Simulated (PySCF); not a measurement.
System: C7H10F2Si.

```yaml
atoms:
  - { symbol: F, position_ang: [3.0484, -0.1811, -0.9262] }
  - { symbol: C, position_ang: [2.5172, 0.0702, 0.3032] }
  - { symbol: F, position_ang: [3.1514, 1.1738, 0.7647] }
  - { symbol: C, position_ang: [1.0236, 0.2476, 0.2197] }
  - { symbol: C, position_ang: [0.4064, 1.3601, 0.6094] }
  - { symbol: Si, position_ang: [-1.4681, 1.4497, 0.4517] }
  - { symbol: C, position_ang: [-1.7517, -0.2799, -0.2825] }
  - { symbol: C, position_ang: [-0.7315, -0.4844, -1.4141] }
  - { symbol: C, position_ang: [0.2753, -0.9280, -0.3363] }
  - { symbol: C, position_ang: [-0.9351, -1.2843, 0.5470] }
  - { symbol: H, position_ang: [2.8049, -0.7745, 0.9542] }
  - { symbol: H, position_ang: [0.9909, 2.1803, 0.9994] }
  - { symbol: H, position_ang: [-1.8758, 2.5046, -0.4788] }
  - { symbol: H, position_ang: [-2.1024, 1.5826, 1.7664] }
  - { symbol: H, position_ang: [-2.7823, -0.5539, -0.5012] }
  - { symbol: H, position_ang: [-0.4489, 0.3820, -2.0097] }
  - { symbol: H, position_ang: [-0.9977, -1.3066, -2.0769] }
  - { symbol: H, position_ang: [0.9555, -1.7393, -0.6005] }
  - { symbol: H, position_ang: [-1.2562, -2.3138, 0.3930] }
  - { symbol: H, position_ang: [-0.8290, -1.0945, 1.6145] }
```

Geometry: GFN2-xTB.

The calculation used PySCF 2.14.0, PBE0/pcSseg-1, SCF density, gas phase, non-relativistic.

> What will maps of the electron density and electron localisation function show?

C–C (1.33 Å): ρ is about 2.3 e/Å³ halfway; the ELF peaks at about 0.90 between the atoms: a multiple bond.
C–F (1.35 Å): the density is about 2.3 e/Å³ at the midpoint, with its minimum of 1.8 e/Å³ about 0.5 Å from C; the ELF peaks at about 0.85 between the atoms: a shared but strongly polarised pair.
C–Si (1.88 Å): ρ at the midpoint is about 0.93 e/Å³; the ELF peaks at about 0.95 between the atoms; a shared electron pair.
C–H (1.08 Å): ρ is about 2 e/Å³ halfway; the ELF climbs to about 1 towards the hydrogen, as it does in any bond to H: a covalent bond by its length.

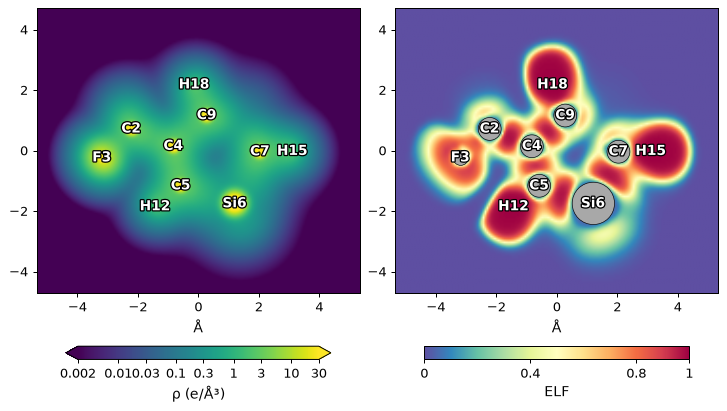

Computed electron density and electron localisation function on the plane of atoms F3, C2 and C4, in this order. Grey discs cover the atomic cores in the ELF map. 
